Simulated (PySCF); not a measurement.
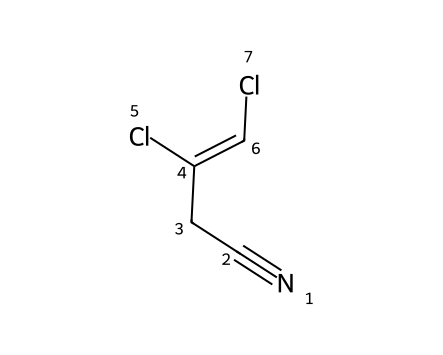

A structural formula, with wedges where it has stereocentres; small numbers name the atoms. The configuration is that of a computed structure (GFN2-xTB).

What are the Cahn–Ingold–Prelog descriptors?

C4=C6: Z.

Write the isomeric SMILES.

N#CC/C(Cl)=C/Cl
